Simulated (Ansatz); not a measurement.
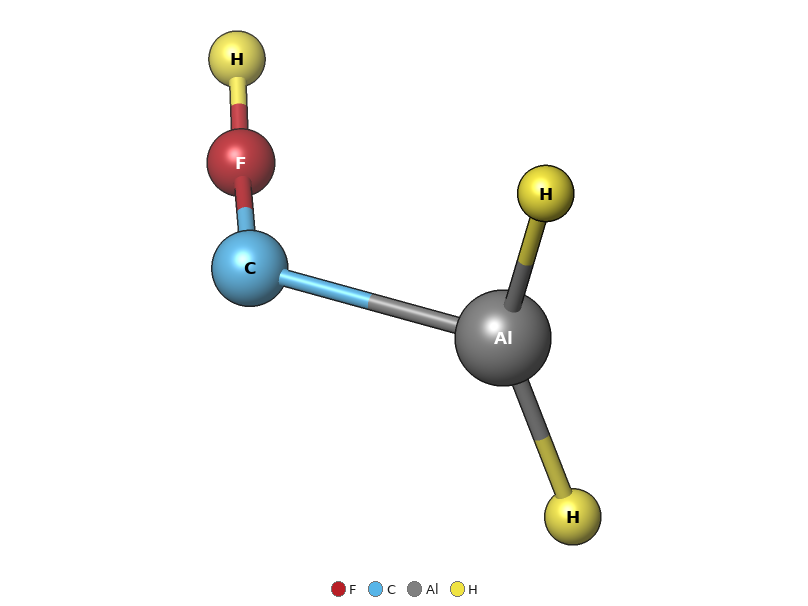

Starting geometry of the run.

The calculation was set up as follows.

```yaml
crystal:
  periodic: [false, false, false]
  atoms:
    - {symbol: F, position_ang: [-1.190773, -1.452641, 0.472425]}
    - {symbol: C, position_ang: [-0.178410, -0.959475, -0.089099]}
    - {symbol: Al, position_ang: [0.257592, 1.080814, 0.064676]}
    - {symbol: H, position_ang: [-1.743031, -1.809545, 1.101497]}
    - {symbol: H, position_ang: [-0.436138, 1.802215, -1.136923]}
    - {symbol: H, position_ang: [1.174506, 1.279470, 1.315671]}
basis:
  gaussian: {orbitals: def2-SVP}
total_charge: 1
hamiltonian: {xc: pbe, dispersion: d4}
relax: {f_tol: 0.03, max_steps: 250}
```

Command:

```sh
ansatz run in.yaml --threads 2 --pin off --events-out ev --progress --plain --max-ram 4352MiB
```

Output (its end):

```
mean field -10374.55224835 eV, -381.2577630028 hartree, gradient 2.4e-5 eV, S^2 0.000000; 1 other end points of the search recorded, 0 dependent functions left out
the calculation of the forces begins
reference -10374.55228279 eV, -381.2577642684 hartree; 15, 15 occupied and 46, 46 virtual orbitals, 673 factors
Total energy: -10374.61773579 eV, -381.2601696218 hartree
Atom 0 at    -1.631940    -0.852446     0.529275 Å, force     0.000156    -0.000770     0.000668 eV/Å
Atom 1 at    -0.289004    -0.243599    -0.322641 Å, force     0.004257     0.007921    -0.014466 eV/Å
Atom 2 at     0.454377     1.182076     0.673647 Å, force     0.000321     0.004108     0.008215 eV/Å
Atom 3 at    -1.430670    -1.787447     0.573614 Å, force    -0.005433    -0.005646     0.006218 eV/Å
Atom 4 at    -0.742988    -0.220553    -1.332498 Å, force     0.001770    -0.002726     0.002308 eV/Å
Atom 5 at     1.523970     1.862808     1.606851 Å, force    -0.001071    -0.002886    -0.002942 eV/Å
Dipole moment:     0.049756     0.032177     0.132801 e Å
```
